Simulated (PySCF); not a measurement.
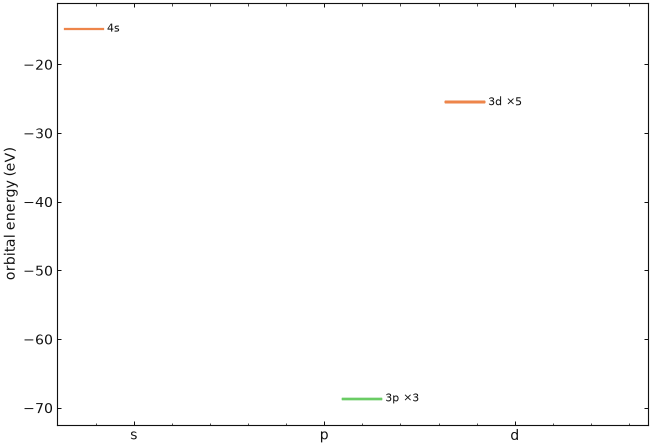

Figure 1. Orbital energies of the mean field, from the top down to −68.7 eV, by angular momentum, α spin at the left of each column and β at the right; ×n counts the orbitals under one label. The highest filled orbital is 4s α at −14.8 eV, the lowest empty one s β at −5.85 eV.

# Mn⁺: atomic calculation

System: Mn⁺, configuration 1s2 2s2 2p6 3s2 3p6 3d5 4s1, multiplicity 7.
Method: unrestricted HF, aug-cc-pVDZ, non-relativistic, point nucleus (PySCF).

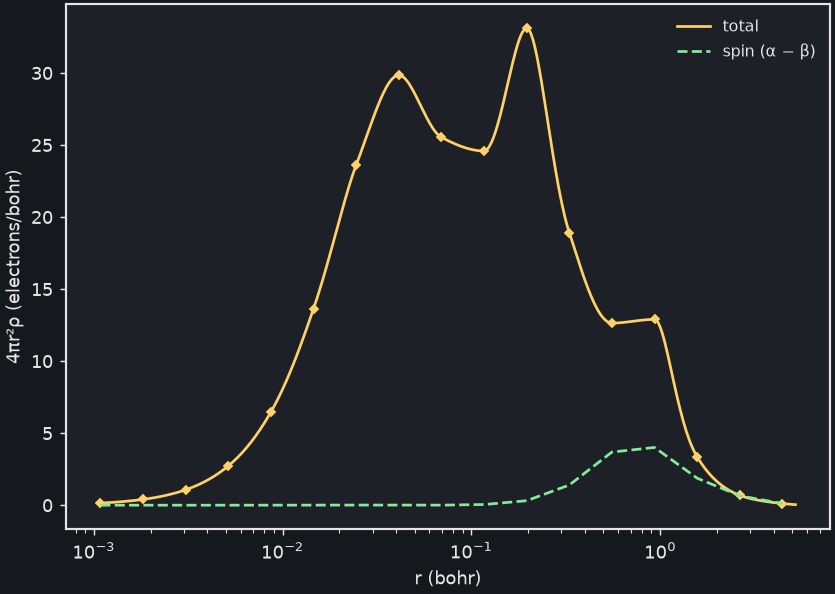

Figure 2. Spherically averaged radial density 4πr²ρ of the mean field and its spin part; markers are the stored points, which are sparse, and the line is a monotone interpolation between them. The largest stored value is 33.1 electrons/bohr at r = 0.20 bohr. Root-mean-square radii of the shells: 2p 0.274, 2s 0.305, 3s 0.924, 3p 0.991, 3d 1.27, 4s 3.10 bohr.

Input and output of the run follow.

## Input
```python
from pyscf import gto, scf, dft, mp, cc
import basis_set_exchange as bse
mol = gto.M(atom="Mn 0 0 0", charge=1, spin=6, symmetry="D2h",
            basis=gto.basis.parse(bse.get_basis("aug-cc-pVDZ", elements=["Mn"], fmt="nwchem", header=False)))
mf = scf.UHF(mol)
mf.irrep_nelec = {'Ag': (6, 3), 'B1g': (1, 0), 'B2g': (1, 0), 'B3g': (1, 0), 'B1u': (2, 2), 'B2u': (2, 2), 'B3u': (2, 2)}
mf.kernel()
```

The script is an equivalent of what the driver set up; the driver started from orbitals of its own, so the log can be shorter than this script's would be, and it computed the properties (radii, ⟨L²⟩, response) afterwards. It held the occupations shell by shell, which the script's counts by irreducible representation don't always enforce.

Launched within a batch (the task file carries these settings):
```bash
OMP_NUM_THREADS=1 python <driver script> TASK.json OUT
```

## Output (extracts)
```
damping factor = 0
level_shift factor = 0
DIIS = <class 'pyscf.scf.diis.CDIIS'>
diis_start_cycle = 1
diis_space = 10
diis_damp = 0
SCF conv_tol = 1e-09
SCF conv_tol_grad = None
number electrons alpha = 15  beta = 9
cycle= 1 E= -1149.64793909002  delta_E= -4.02e-11  |g|= 3.55e-06  |ddm|= 7.26e-05
converged SCF energy = -1149.64793909002  <S^2> = 12.000228  2S+1 = 7.0000653
```

## Key numbers

```
                                             quantity                                                                 value
                                              outcome                                                             converged
                                         total energy                                                    −1149.6479 hartree
                                       kinetic energy                                                     1149.6888 hartree
−E/T (1 by the virial theorem at the basis-set limit)                                                                1.0000
                                                 ⟨S²⟩                                                                12.000
                                       SCF iterations                                                                     1
                                             hardware  1 thread of Arm Neoverse V2, 23 GiB of memory available, shared host
```
